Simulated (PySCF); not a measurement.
**doublet SnO− at 4 levels**

We compute a comparison of 4 runs (UHF/STO-3G, U-revPBE/def2-TZVPPD, U-wB97M-V/def2-TZVPPD, U-wB97X/def2-TZVPPD) of doublet SnO−. 

The calculation is run with PySCF 2.14.0.

1 further run of the same task is left out (set aside as unsound or not needed).

### Step 1. Starting point

The species is SnO− (2 atoms), meant as a doublet with charge -1. SMILES of the parent species: `[O]=[Sn]`. Geometry: relaxed at PBE0-D4/def2-TZVP. That shape belongs to the parent species and isn't relaxed for this state.

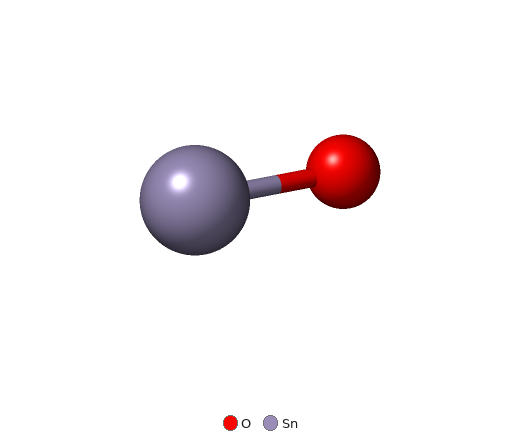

Viewed from a chosen angle; oxygen red, tin purple.

### Step 2. A single-point energy at UHF/STO-3G (run 1)

run.py

```python
from pyscf import gto

mol = gto.M(
    atom=[
    ('O', (-0.000000, 0.000000, -0.007080)),
    ('Sn', (0.000000, -0.000000, 1.810660)),
],
    max_memory=1860,
    verbose=4,
    basis='sto-3g',
    spin=1,
    charge=-1,
)

mf = mol.UHF()
mf.conv_tol = 1e-10
mf.kernel()
if not mf.converged:
    mf = mf.newton().run(mf.mo_coeff, mf.mo_occ)

etot = mf.e_tot
print('E = %.10f Eh' % etot)
```

Run with:

```
OMP_NUM_THREADS=1 python run.py
```

Log:

```text
PySCF version 2.14.0

[INPUT] num. atoms = 2
[INPUT] num. electrons = 59
[INPUT] charge = -1
[INPUT] spin (= nelec alpha-beta = 2S) = 1
[INPUT] symmetry False subgroup None
[INPUT] Mole.unit = angstrom
[INPUT] Symbol           X                Y                Z      unit          X                Y                Z       unit  Magmom
[INPUT]  1 O      0.000000000000   0.000000000000  -0.007080000000 AA    0.000000000000   0.000000000000  -0.013379260962 Bohr   0.0
[INPUT]  2 Sn     0.000000000000   0.000000000000   1.810660000000 AA    0.000000000000   0.000000000000   3.421651504705 Bohr   0.0

nuclear repulsion = 116.447283092191
number of shells = 14
number of NR pGTOs = 96
number of NR cGTOs = 32
basis = sto-3g
ecp = {}

[... 18 lines left out ...]
[... the frontier-level lines of each cycle are left out ...]
[... 76 lines left out ...]
converged SCF energy = -6036.83654176823  <S^2> = 0.75372915  2S+1 = 2.0037257
E = -6036.8365417682 Eh
```

Run time: 0.73 s. Hardware: 1 thread of Arm Neoverse V2, shared host; peak memory 0.12 GiB.

### Step 3. A single-point energy at U-revPBE/def2-TZVPPD (core potential) (run 2)

calc.py

```python
from pyscf import gto, dft

mol = gto.Mole()
mol.atom = 'O -0.000000 0.000000 -0.007080; Sn 0.000000 -0.000000 1.810660'
mol.max_memory = 1860
mol.basis = 'def2-tzvppd'
mol.verbose = 4
mol.spin = 1
mol.ecp = {'Sn': 'def2-svp'}
mol.charge = -1
mol.build()

calc0 = dft.UKS(mol, xc='revpbe')
calc0.conv_tol = 1e-10
calc0.grids.level = 5
calc0.kernel()
if not calc0.converged:
    calc0 = calc0.newton().run(calc0.mo_coeff, calc0.mo_occ)

energy = calc0.e_tot
print('E(%s) = %.9f' % ('REVPBE', energy))
```

Run with:

```
OMP_NUM_THREADS=1 python calc.py
```

Log:

```text
PySCF version 2.14.0

[INPUT] num. atoms = 2
[INPUT] num. electrons = 31
[INPUT] charge = -1
[INPUT] spin (= nelec alpha-beta = 2S) = 1
[INPUT] symmetry False subgroup None
[INPUT] Mole.unit = angstrom
[INPUT] Symbol           X                Y                Z      unit          X                Y                Z       unit  Magmom
[INPUT]  1 O      0.000000000000   0.000000000000  -0.007080000000 AA    0.000000000000   0.000000000000  -0.013379260962 Bohr   0.0
[INPUT]  2 Sn     0.000000000000   0.000000000000   1.810660000000 AA    0.000000000000   0.000000000000   3.421651504705 Bohr   0.0

nuclear repulsion = 51.2368045605642
number of shells = 32
number of NR pGTOs = 152
number of NR cGTOs = 96
basis = def2-tzvppd
ecp = {'Sn': 'def2-svp'}

[... 34 lines left out ...]
[... the frontier-level lines of each cycle are left out ...]
[... 3 lines left out ...]
[... 58 lines left out ...]
converged SCF energy = -289.60226221335  <S^2> = 0.75312034  2S+1 = 2.0031179
E(REVPBE) = -289.602262213
```

It took 13 s on 1 thread of Arm Neoverse V2, shared host; peak memory 0.46 GiB.

### Step 4. A single-point energy at U-wB97M-V/def2-TZVPPD (core potential) (run 3)

calc.py

```python
from pyscf import gto, dft

molecule = gto.M(
    atom='''
O      0.000000     0.000000    -0.007080
Sn     0.000000     0.000000     1.810660
''',
    basis='def2-tzvppd',
    verbose=4,
    ecp={'Sn': 'def2-svp'},
    max_memory=1860,
    spin=1,
    charge=-1,
)

ks = dft.UKS(molecule, xc='wb97m-v')
ks.grids.level = 5
ks.conv_tol = 1e-10
ks.nlcgrids.level = 1
ks.kernel()
if not ks.converged:
    ks = ks.newton().run(ks.mo_coeff, ks.mo_occ)

e_final = ks.e_tot
print('Final energy', e_final)
```

Run with:

```
OMP_NUM_THREADS=1 python calc.py
```

Log:

```text
PySCF version 2.14.0

[INPUT] num. atoms = 2
[INPUT] num. electrons = 31
[INPUT] charge = -1
[INPUT] spin (= nelec alpha-beta = 2S) = 1
[INPUT] symmetry False subgroup None
[INPUT] Mole.unit = angstrom
[INPUT] Symbol           X                Y                Z      unit          X                Y                Z       unit  Magmom
[INPUT]  1 O      0.000000000000   0.000000000000  -0.007080000000 AA    0.000000000000   0.000000000000  -0.013379260962 Bohr   0.0
[INPUT]  2 Sn     0.000000000000   0.000000000000   1.810660000000 AA    0.000000000000   0.000000000000   3.421651504705 Bohr   0.0

nuclear repulsion = 51.2368045605642
number of shells = 32
number of NR pGTOs = 152
number of NR cGTOs = 96
basis = def2-tzvppd
ecp = {'Sn': 'def2-svp'}

[... 42 lines left out ...]
[... the frontier-level lines of each cycle are left out ...]
[... 3 lines left out ...]
[... 62 lines left out ...]
converged SCF energy = -289.502113495104  <S^2> = 0.75439968  2S+1 = 2.0043949
Final energy -289.5021134951036
```

Run time: 52 s. Hardware: 1 thread of Arm Neoverse V2, shared host; peak memory 0.52 GiB.

### Step 5. A single-point energy at U-wB97X/def2-TZVPPD (core potential) (run 4)

input.xyz

```xyz
2

O      0.000000     0.000000    -0.007080
Sn     0.000000     0.000000     1.810660
```

job.py

```python
from pyscf import gto, dft

mol = gto.Mole()
mol.atom = 'input.xyz'
mol.spin = 1
mol.basis = 'def2-tzvppd'
mol.charge = -1
mol.max_memory = 1860
mol.ecp = {'Sn': 'def2-svp'}
mol.verbose = 3
mol.build()

mf = dft.UKS(mol)
mf.xc = 'wb97x'
mf.grids.level = 5
mf.conv_tol = 1e-10
mf.kernel()
if not mf.converged:
    mf = mf.newton().run(mf.mo_coeff, mf.mo_occ)

e_final = mf.e_tot
print(f'total energy: {e_final:.8f} hartree')
```

Run with:

```
OMP_NUM_THREADS=1 python job.py
```

Log:

```text
WARN: HOMO -0.554703091103122 >= LUMO -0.554703091103115

converged SCF energy = -289.585560012665  <S^2> = 0.75613811  2S+1 = 2.0061287
total energy: -289.58556001 hartree
```

It took 24 s on 1 thread of Arm Neoverse V2, shared host; peak memory 0.46 GiB.

### Step 6. All runs side by side

```
run                                   level  core potential  integration grid   energy (Eh)  HOMO energy (eV)  LUMO energy (eV)   ⟨S²⟩  wall time
  1                              UHF/STO-3G               –                 –  -6036.836542              5.63             14.15  0.754     0.73 s
  2   U-revPBE/def2-TZVPPD (core potential)        def2-svp                 5   -289.602262              2.13              2.33  0.753       13 s
  3  U-wB97M-V/def2-TZVPPD (core potential)        def2-svp                 5   -289.502113             -0.31              4.58  0.754       52 s
  4    U-wB97X/def2-TZVPPD (core potential)        def2-svp                 5   -289.585560             -0.44              4.53  0.756       24 s
```

### Step 7. What came out

```
                                 quantity          value
                      run 4: total energy  -289.58556 Eh
run 4: HOMO energy (highest over α and β)       -0.44 eV
 run 4: LUMO energy (lowest over α and β)        4.53 eV
                              run 4: ⟨S²⟩          0.756
```

What this shows: Totals of different functionals can't be ranked against each other. Some runs of one species differ in core potentials or relativity; totals across that change don't compare. In runs 1, 2 the HOMO lies above zero, so the outermost electron may be held by the basis alone. In run 1 the basis is minimal, so the values are rough. In run 1 relativity is left out where basis or elements ask for it. All runs together took 90 s, the longest 52 s.
